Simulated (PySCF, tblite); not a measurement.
**AlH₇NO₂Si₂ radical, a small gas-phase stand-in for a defect centre (aluminium on silica): EPR parameters**

What EPR parameters should one expect for `[NH][Al]([O][SiH3])[O][SiH3]`? It is drawn as: nitrogen radical.

Programs: tblite 0.8.0 and PySCF 2.14.0. All values are calculated, for the isolated system unless a continuum is named. Atoms count from 0, parts from 1.

### 1 Starting point

13 atoms, charge 0, multiplicity 2; geometry: distance geometry start.

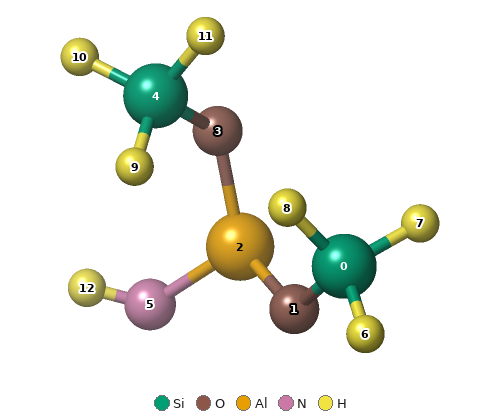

The starting geometry (silicon teal, oxygen brown, aluminium amber, nitrogen pink, hydrogen yellow), atoms numbered.

### 2 Relaxing the cluster with GFN2-xTB

What the job is given:

```
{"job": {"kind": "relax", "xc": "GFN2-xTB", "basis": "xTB"}, "charge": 0, "multiplicity": 2}
Si     0.140979    -0.496944    -3.669704
O      0.537244    -2.143266    -3.221970
Al     0.150821    -2.931437    -1.597953
O     -0.376095    -1.748710    -0.216778
Si     0.603502    -0.394092     0.387735
N      1.320327    -4.368755    -1.044958
H      0.808487    -0.151255    -4.904585
H     -1.245670    -0.340723    -3.861867
H      0.579995     0.397169    -2.640067
H      1.757515    -0.238258    -0.424637
H      1.001515    -0.650207     1.719424
H     -0.188802     0.798615     0.323660
H      1.938760    -4.338860    -0.233602
```

Level: GFN2-xTB geometry optimisation, gas phase.

On the command line:

```console
$ OMP_NUM_THREADS=1 python cluster_run.py task.json out
```

One launch serves the whole session: the jobs run in the order shown.

Log:

```text
step      E/eV     max force
  0    -523.39967    3.159
  1    -523.93054    2.318
  2    -524.50403    2.529
  3    -524.68682    1.164
  4    -524.82662    1.013
  5    -524.87238    0.964
  6    -524.95534    0.587
  7    -524.98378    0.566
  8    -525.02229    0.491
  9    -525.04602    0.445
 10    -525.07024    0.342
 11    -525.08191    0.374
 12    -525.09696    0.379
 13    -525.11481    0.350
 14    -525.13901    0.431
 15    -525.16340    0.418
 16    -525.18296    0.341
 17    -525.19770    0.322
 18    -525.21376    0.346
 19    -525.23152    0.423
 20    -525.24820    0.404
 21    -525.26607    0.342
 22    -525.27993    0.377
 23    -525.28932    0.353
 24    -525.30840    0.406
 25    -525.33665    0.561
 26    -525.36669    0.481
 27    -525.39216    0.259
 28    -525.40911    0.246
 29    -525.41884    0.320
 30    -525.42827    0.348
 31    -525.42668    0.392
 32    -525.44046    0.161
 33    -525.44463    0.145
 34    -525.45429    0.323
 35    -525.45943    0.289
 36    -525.46862    0.185
 37    -525.47333    0.196
 38    -525.47680    0.180
 39    -525.48054    0.169
 40    -525.48513    0.197
 41    -525.49014    0.201
 42    -525.49525    0.229
 43    -525.50009    0.181
 44    -525.50446    0.162
 45    -525.50800    0.137
 46    -525.51020    0.127
 47    -525.51163    0.130
 48    -525.51294    0.112
 49    -525.51512    0.106
 50    -525.51704    0.125
 51    -525.51948    0.143
 52    -525.52092    0.067
 53    -525.52168    0.071
 54    -525.52223    0.069
 55    -525.52314    0.082
 56    -525.52462    0.095
 57    -525.52651    0.128
 58    -525.52821    0.112
 59    -525.52929    0.087
 60    -525.53009    0.074
 61    -525.53104    0.075
 62    -525.53266    0.110
 63    -525.53568    0.164
 64    -525.54052    0.205
 65    -525.54612    0.195
 66    -525.54989    0.107
 67    -525.55140    0.077
 68    -525.55204    0.093
 69    -525.55279    0.108
 70    -525.55384    0.120
 71    -525.55770    0.124
 72    -525.55923    0.094
 73    -525.56100    0.068
 74    -525.56202    0.072
 75    -525.56301    0.082
 76    -525.56432    0.095
 77    -525.56555    0.112
 78    -525.56686    0.108
 79    -525.56779    0.099
 80    -525.56921    0.121
 81    -525.57067    0.117
 82    -525.57317    0.122
 83    -525.57506    0.102
 84    -525.57617    0.082
 85    -525.57672    0.066
 86    -525.57722    0.057
 87    -525.57784    0.083
 88    -525.57869    0.077
 89    -525.57967    0.086
 90    -525.58072    0.074
 91    -525.58145    0.059
 92    -525.58192    0.070
 93    -525.58231    0.059
 94    -525.58279    0.059
 95    -525.58335    0.063
 96    -525.58381    0.049
 97    -525.58410    0.053
 98    -525.58429    0.041
 99    -525.58444    0.036
100    -525.58454    0.030
101    -525.58461    0.032
102    -525.58469    0.033
103    -525.58482    0.046
104    -525.58506    0.062
105    -525.58543    0.066
106    -525.58584    0.059
107    -525.58620    0.036
108    -525.58640    0.033
109    -525.58650    0.044
110    -525.58662    0.044
111    -525.58677    0.036
112    -525.58708    0.030
113    -525.58721    0.034
114    -525.58734    0.026
115    -525.58739    0.019
116    -525.58742    0.020
117    -525.58745    0.015
118    -525.58748    0.012
119    -525.58751    0.009
120    -525.58753    0.014
121    -525.58754    0.014
122    -525.58755    0.008
```

Wall time 1.7 s (1 thread of Intel Xeon 6975P-C, shared host).

Step by step:

```tsv
step	energy from step 0 (eV)	largest force (eV/Å)
0	0.0000	3.1600
5	-1.4727	0.9636
10	-1.6706	0.3412
15	-1.7637	0.4179
20	-1.8485	0.4049
25	-1.9370	0.5605
30	-2.0286	0.3483
35	-2.0598	0.2895
40	-2.0855	0.1965
45	-2.1083	0.1369
50	-2.1174	0.1249
55	-2.1235	0.0823
60	-2.1304	0.0743
65	-2.1464	0.1956
70	-2.1542	0.1198
75	-2.1633	0.0820
80	-2.1695	0.1207
85	-2.1771	0.0664
90	-2.1811	0.0745
95	-2.1837	0.0635
100	-2.1849	0.0307
105	-2.1858	0.0662
110	-2.1870	0.0441
115	-2.1877	0.0187
120	-2.1879	0.0137
122	-2.1879	0.0084
```

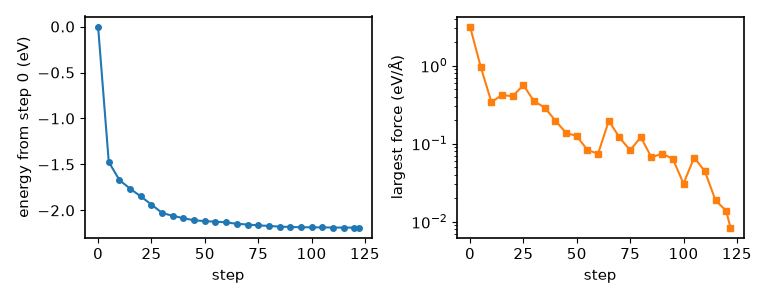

Energy and largest force along the relaxation.

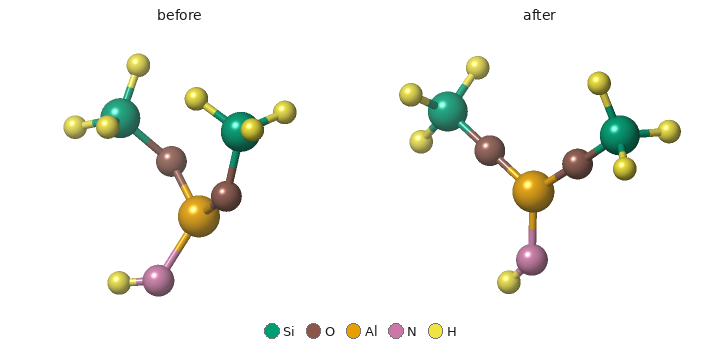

Before and after, at one scale.

Distances of close pairs at the start and the end, largest changes first:

```tsv
bond	before (Å)	after (Å)	change (Å)
Al2–O3	1.893	1.686	-0.207
O1–Al2	1.846	1.674	-0.172
Al2–N5	1.934	1.764	-0.170
O3–Si4	1.778	1.622	-0.155
Si0–O1	1.752	1.626	-0.126
Si0–H7	1.409	1.465	+0.056
Si4–H10	1.413	1.467	+0.054
Si4–H9	1.420	1.464	+0.045
```

### 3 Relaxing the molecule at PBE0-D3(BJ)/def2-SVP

What the job is given:

```
{"job": {"xc": "PBE0", "basis": "def2-SVP", "d3": "d3bj", "grid": 2, "kind": "geom", "shake": 0.01}, "charge": 0, "multiplicity": 2}
Si    -0.547360     0.544688    -2.841302
O     -0.215529    -0.226293    -1.473568
Al     0.131082    -0.994412    -0.038703
O      0.266583    -0.011185     1.337347
Si     0.309248     0.914818     2.653881
N      0.427260    -2.725688     0.066953
H      0.319788     0.018889    -3.881322
H     -1.967243     0.319810    -3.130795
H     -0.314550     2.001772    -2.604584
H      1.541414     1.704499     2.575053
H      0.337319     0.015553     3.829470
H     -0.888310     1.753868     2.682084
H      0.610508    -3.333691     0.832889
```

Log:

```text
step   0  E = -1029.94140836  max force = 0.024607
step   1  E = -1029.95062018  max force = 0.004444
step   2  E = -1029.95098648  max force = 0.003083
step   3  E = -1029.95173764  max force = 0.004840
step   4  E = -1029.95206438  max force = 0.004549
step   5  E = -1029.95278246  max force = 0.010168
step   6  E = -1029.95348609  max force = 0.005539
step   7  E = -1029.95413818  max force = 0.003119
step   8  E = -1029.95474196  max force = 0.001007
step   9  E = -1029.95478318  max force = 0.000745
step  10  E = -1029.95479134  max force = 0.000529
step  11  E = -1029.95479438  max force = 0.000211
optimisation converged
```

Wall time 3 min (1 thread of Intel Xeon 6975P-C, shared host); peak memory 0.7 GiB.

Step by step:

```tsv
step	energy from step 0 (eV)	largest force component (eV/Å)
0	0.0000	1.2653
1	-0.2507	0.2285
2	-0.2606	0.1585
3	-0.2811	0.2489
4	-0.2900	0.2339
5	-0.3095	0.5229
6	-0.3287	0.2848
7	-0.3464	0.1604
8	-0.3628	0.0518
9	-0.3639	0.0383
10	-0.3642	0.0272
11	-0.3643	0.0109
```

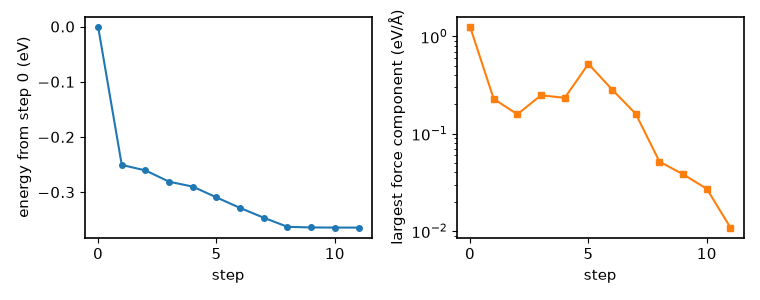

Energy and force, step by step.

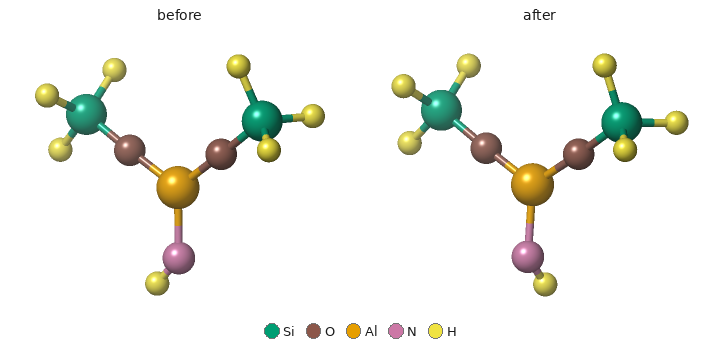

Before and after, at one scale.

Distances of close pairs at the start and the end, largest changes first:

```tsv
bond	before (Å)	after (Å)	change (Å)
Si0–H6	1.453	1.494	+0.042
Si0–O1	1.605	1.645	+0.040
O3–Si4	1.610	1.645	+0.035
Al2–N5	1.760	1.792	+0.033
Si4–H11	1.463	1.495	+0.032
Si4–H9	1.466	1.495	+0.029
Si0–H7	1.466	1.495	+0.028
N5–H12	0.995	1.021	+0.026
```

The final coordinates are the input of the step that follows.

```tsv
at the end point	value
point group (found at 0.08 Å tolerance)	C1
rotational constants (GHz, main isotopes)	2.706, 0.841, 0.652
dipole moment (D)	1.34
⟨S²⟩	0.754
```

### 4 EPR parameters: B3LYP/IGLO-III+pcH-1

What the job is given:

```
{"job": {"kind": "epr"}, "charge": 0, "multiplicity": 2}
Si    -0.524305     0.464894    -2.869147
O     -0.194623    -0.263372    -1.431577
Al     0.176883    -0.955698     0.060672
O      0.241530    -0.008421     1.454908
Si     0.323395     0.979786     2.767064
N      0.690848    -2.670934     0.136752
H      0.443122     0.011598    -3.914051
H     -1.908669     0.117565    -3.313387
H     -0.423183     1.950319    -2.736698
H      1.503569     1.890577     2.660108
H      0.455593     0.170480     4.016809
H     -0.915881     1.809657     2.868622
H      0.142034    -3.514674     0.307155
```

Method: UKS B3LYP, IGLO-III on Al N O Si, pcH-1 on H, non-relativistic, mean-field spin-orbit, GIAO.

Log:

```text
UKS, coarse grid
  cycle   1  E = -1030.88378036  |g| = 9.17e-01
  cycle   2  E = -1029.85588457  |g| = 1.82e+00
  cycle   3  E = -1031.14788404  |g| = 2.06e-01
  cycle   4  E = -1031.16236989  |g| = 1.18e-01
  cycle   5  E = -1031.16825176  |g| = 1.36e-02
  cycle   6  E = -1031.16832566  |g| = 3.62e-03
  cycle   7  E = -1031.16833167  |g| = 8.27e-04
UKS, final grid
  cycle   1  E = -1031.16841143  |g| = 7.22e-04
  cycle   2  E = -1031.16841126  |g| = 1.12e-03
  cycle   3  E = -1031.16841173  |g| = 1.81e-04
  cycle   4  E = -1031.16841175  |g| = 8.06e-05
  cycle   5  E = -1031.16841176  |g| = 5.18e-05
  cycle   6  E = -1031.16841176  |g| = 2.07e-05
E = -1031.16841176 Eh   <S^2> = 0.7538 (exact 0.7500)
g shifts (ppm)      1          2          3
  rmc          -200       -200       -200
  gc             -3         38         37
  oz_so         146       1725      11019
  total         -57       1563      10856
hyperfine (MHz)  atom isotope    a_iso     a_fc   dipolar eigenvalues
    0  29Si       0.56       0.56     -0.42      0.19      0.23
    1   17O      -3.35      -3.34     -4.71      2.18      2.54
    2  27Al     -63.10     -63.15     -4.83      1.41      3.42
    3   17O      -3.51      -3.51     -4.71      2.18      2.53
    4  29Si       0.53       0.54     -0.42      0.19      0.23
    5   14N      28.13      27.95    -42.25    -40.00     82.24
    6    1H       0.01       0.01     -0.76     -0.70      1.46
    7    1H      -0.14      -0.14     -0.65     -0.59      1.24
    8    1H       1.63       1.63     -0.52     -0.45      0.98
    9    1H       0.18       0.18     -0.58     -0.55      1.14
   10    1H       0.28       0.28     -0.80     -0.73      1.53
   11    1H       1.00       1.00     -0.52     -0.50      1.02
   12    1H     -58.54     -58.77    -52.31     -8.65     60.96
```

Run time: 64 s. Hardware: 1 thread of Intel Xeon 6975P-C, shared host; peak memory 1.1 GiB.

Principal g values 2.00226, 2.00388, 2.01318; g(iso) = 2.00644, against 2.00232 for a free electron.

Hyperfine couplings, nucleus by nucleus at this fixed geometry (no averaging over rotations):

```tsv
nuclei	isotope	a(iso) (MHz)	a(iso) (G, at g = 2.0023)	largest dipolar term (MHz)
Al2	27Al	-63.1	-22.5	-4.8
H12	1H	-58.5	-20.9	61.0
N5	14N	28.1	10.0	82.2
O3	17O	-3.5	-1.3	-4.7
O1	17O	-3.3	-1.2	-4.7
H8	1H	1.6	0.6	1.0
H11	1H	1.0	0.4	1.0
Si0	29Si	0.6	0.2	-0.4
Si4	29Si	0.5	0.2	-0.4
H10	1H	0.3	0.1	1.5
H9	1H	0.2	0.1	1.1
H7	1H	-0.1	0.0	1.2
H6	1H	0.0	0.0	1.5
```

Mulliken spin populations:

Si0 0.00; O1 0.01; Al2 -0.02; O3 0.01; Si4 0.00; N5 1.03; H6 0.00; H7 0.00; H8 0.00; H9 0.00; H10 0.00; H11 0.00; H12 -0.04

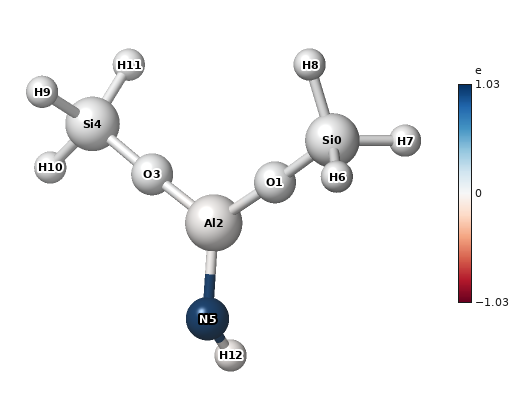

Mulliken spin populations, as colours on the atoms.

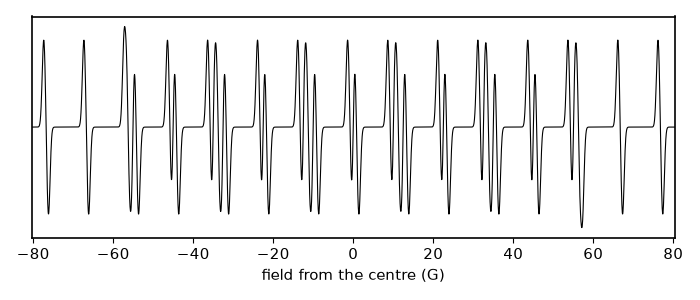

First-order isotropic spectrum (first derivative, main isotopes with spin only, couplings over 0.8 MHz, Gaussian width 0.4 G; couplings of the frozen geometry, rotation of groups not averaged beyond the rows shown).

### 5 g tensor and hyperfine couplings: BHandHLYP/IGLO-III+pcH-1

Same as in step 4 but for these lines:

```diff
@@ -1,2 +1,2 @@
-{"job": {"kind": "epr"}, "charge": 0, "multiplicity": 2}
+{"job": {"kind": "epr", "xc": "BHandHLYP"}, "charge": 0, "multiplicity": 2}
 Si    -0.524305     0.464894    -2.869147
```

Level: UKS BHandHLYP, IGLO-III on Al N O Si, pcH-1 on H, non-relativistic, mean-field spin-orbit, GIAO.

Log:

```text
UKS, coarse grid
  cycle   1  E = -1030.79504210  |g| = 7.61e-01
  cycle   2  E = -1030.63623225  |g| = 1.01e+00
  cycle   3  E = -1030.99856258  |g| = 5.92e-02
  cycle   4  E = -1030.99991593  |g| = 2.77e-02
  cycle   5  E = -1031.00023705  |g| = 6.41e-03
  cycle   6  E = -1031.00026381  |g| = 2.10e-03
  cycle   7  E = -1031.00026983  |g| = 7.51e-04
UKS, final grid
  cycle   1  E = -1031.00032282  |g| = 4.58e-04
  cycle   2  E = -1031.00032309  |g| = 3.57e-04
  cycle   3  E = -1031.00032318  |g| = 1.91e-04
  cycle   4  E = -1031.00032326  |g| = 9.33e-05
  cycle   5  E = -1031.00032327  |g| = 4.17e-05
  cycle   6  E = -1031.00032328  |g| = 3.56e-05
  cycle   7  E = -1031.00032330  |g| = 2.39e-05
  cycle   8  E = -1031.00032331  |g| = 1.24e-05
  cycle   9  E = -1031.00032331  |g| = 8.29e-06
E = -1031.00032331 Eh   <S^2> = 0.7549 (exact 0.7500)
g shifts (ppm)      1          2          3
  rmc          -199       -199       -199
  gc             -6         39         36
  oz_so         117       1648      12950
  total         -88       1487      12787
hyperfine (MHz)  atom isotope    a_iso     a_fc   dipolar eigenvalues
    0  29Si       0.42       0.42     -0.37      0.16      0.20
    1   17O      -3.37      -3.36     -3.48      1.57      1.92
    2  27Al     -69.00     -69.05     -4.47      0.73      3.74
    3   17O      -3.52      -3.52     -3.49      1.57      1.92
    4  29Si       0.40       0.40     -0.37      0.16      0.21
    5   14N      37.47      37.24    -41.92    -39.45     81.37
    6    1H      -0.13      -0.13     -0.75     -0.70      1.45
    7    1H      -0.11      -0.11     -0.64     -0.59      1.23
    8    1H       0.78       0.78     -0.50     -0.46      0.96
    9    1H       0.07       0.07     -0.57     -0.55      1.12
   10    1H      -0.04      -0.04     -0.78     -0.74      1.53
   11    1H       0.50       0.50     -0.51     -0.49      1.00
   12    1H     -67.02     -67.29    -53.52     -8.91     62.44
```

Wall time 74 s (1 thread of Intel Xeon 6975P-C, shared host); peak memory 1 GiB.

In short: g(iso) 2.00705.

### 6 Side by side: EPR parameters

g, ⟨S²⟩ and isotropic hyperfine couplings (MHz), with basis size and wall time:

```tsv
run	g(iso)	⟨S²⟩	27Al Al2	1H H12	14N N5	17O O3	17O O1	functions	time
B3LYP/IGLO-III+pcH-1	2.00644	0.754	-63.1	-58.5	28.1	-3.5	-3.3	307	64 s
BHandHLYP/IGLO-III+pcH-1	2.00705	0.755	-69.0	-67.0	37.5	-3.5	-3.4	307	74 s
```

### 7 What came out

| quantity | value |
| --- | --- |
| point group | C1 |
| rotational constants (main isotopes) | 2.71, 0.84, 0.65 GHz |
| g(iso) (B3LYP) | 2.00644 |
| ⟨S²⟩ | 0.754 (exact 0.75) |
| largest a(iso) | 27Al on Al2, -63.1 MHz |

The start of the PBE0/def2-SVP relaxation was shaken at random by about 0.01 Å, so part of the energy gained, and of the first lengths quoted, undoes that. The optimisation took 11 steps and gained 0.364 eV; among the close pairs (by a distance rule), Si0–H6 changed most, from 1.453 to 1.494 Å (PBE0/def2-SVP). No frequency check was run at this level, so the end point may be a saddle. Most of the unpaired spin sits on N5 (1.03 e). The isotropic g lies 4.1 ppt above the free-electron value. The coupling of 27Al on Al2 runs from -69.0 (BHandHLYP/IGLO-III+pcH-1) to -63.1 MHz (B3LYP/IGLO-III+pcH-1). A capped cluster stands for the solid here, so long-range fields and strain are missing, and bands or shifts of the capping hydrogens have no counterpart in it.
